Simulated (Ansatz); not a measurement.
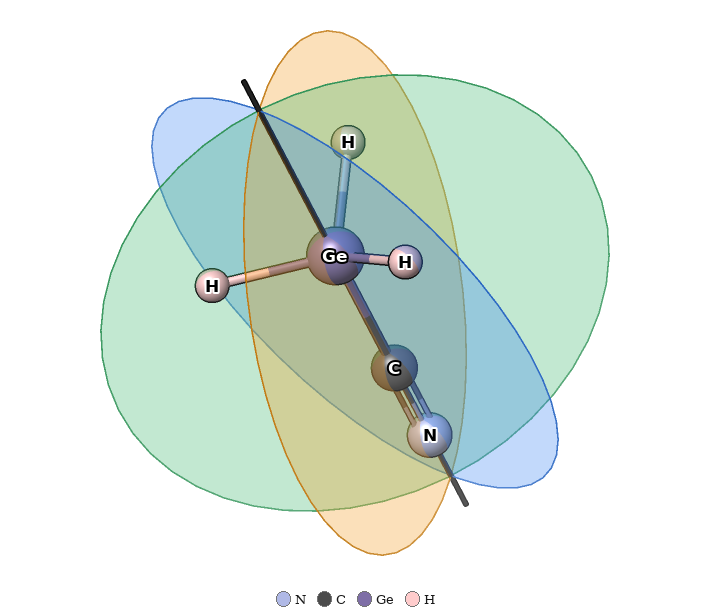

All proper rotation axes (lines) and mirror planes (discs) of the structure are drawn in. Distant atoms are faded towards the background colour. Computed geometry: PBE0-D4/def2-TZVP optimisation.

Q: What is the order of each axis, and which point group results?

A: It has 1 C3 axis and 3 mirror planes. Point group C3v. The group has 6 operations. The geometry is achiral, and symmetry allows a dipole moment.
